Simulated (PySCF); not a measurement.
# Cl6Eu ([EuCl6]3-): the cost of one run

Computed with PySCF 2.14.0 and routines of our own; the level stands in each step. Atoms count from 0.

## 1. The starting structure

7 atoms, charge -3, states of the metal's open shell are computed; geometry from: model geometry, bond lengths from ionic radii.

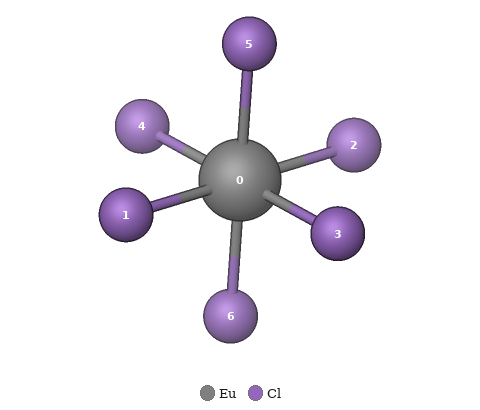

The starting geometry (europium grey, chlorine purple); sticks join atoms by distance alone.

## 2. Ligand-field states: state-averaged CASSCF in water

What the job is given:

```
{"job": {"kind": "lf", "basis": {"metal": "x2c-TZVPall", "ligand": "x2c-SVPall"}, "nevpt": false, "solvent": "water", "roots": {"7": 7, "5": 140, "3": 113, "1": 123}}, "charge": -3, "metal": "Eu", "open_shell": "f6"}
Eu     0.000000     0.000000     0.000000
Cl     0.000000     0.000000     2.657000
Cl     0.000000     0.000000    -2.657000
Cl     2.657000     0.000000     0.000000
Cl    -2.657000     0.000000     0.000000
Cl     0.000000     2.657000     0.000000
Cl    -0.000000    -2.657000     0.000000
```

With the program's defaults for keys left out, this is: state-averaged CASSCF of the metal f shell, state-interaction spin-orbit coupling.

Command:

```
$ OMP_NUM_THREADS=1 python lf_run.py task.json out
```

One launch serves the whole session: the jobs run in the order shown.

Q: Estimate the wall time and peak memory of this first job on 1 thread of Arm Neoverse V2, shared host.

About 66 s, with a peak of 0.9 GiB.
